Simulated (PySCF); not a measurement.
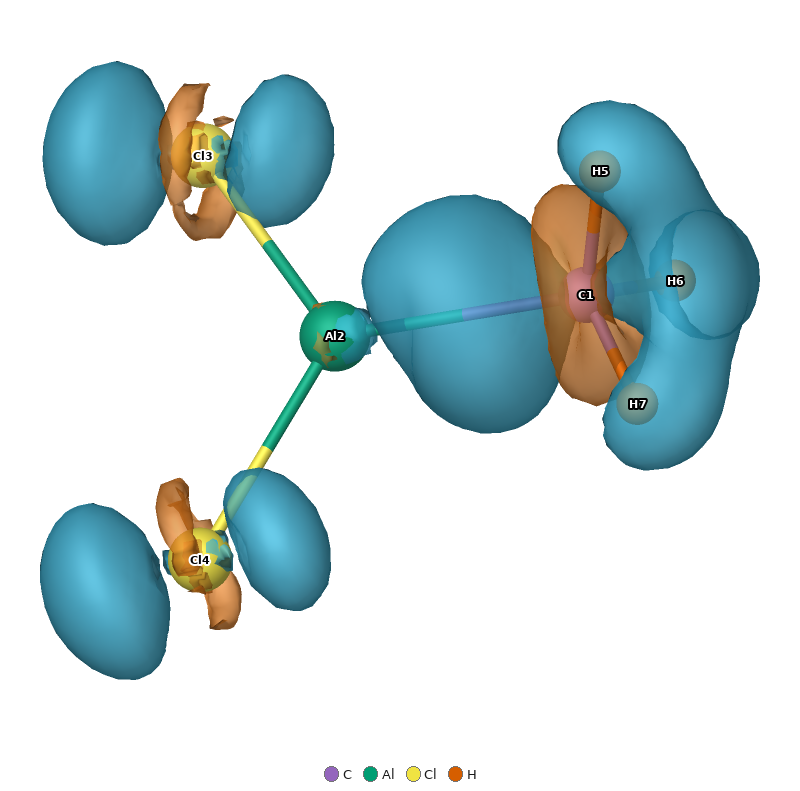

*CH$_{3}$AlCl$_{2}$, SMILES `C[Al](Cl)Cl`. Fukui function f⁻ = ρ(N) − ρ(N−1) at fixed geometry, surfaces at ±0.03 e/Å³ (light blue positive, orange negative).*

Computed with PySCF, PBE0/def2-TZVP, geometry: GFN2-xTB. No frequency check shows the geometry to be a minimum. GFN2-xTB bond lengths at metals and heavier atoms can be off by up to 0.1 Å and shapes distorted, which carries into these values.

On which atoms does the density change most on removal of an electron?

Answer. f⁻ (Hirshfeld-condensed) is largest on Cl3 (0.22), Cl4 (0.22) and C1 (0.19); the vertical ionisation energy is 10.77 eV (the stability of the cation's solution wasn't checked). Condensed values hint at sites of electrophilic attack but needn't mark the atom that reacts. Shares this close don't rank the sites. Orbital relaxation makes it negative in places (0.16 e in all).

Cost of the run: 36 s on 1 thread of Intel(R) Xeon(R) Platinum 8259CL CPU @ 2.50GHz (Skylake/Cascade Lake), with other jobs on the host, peak memory 0.67 GiB.
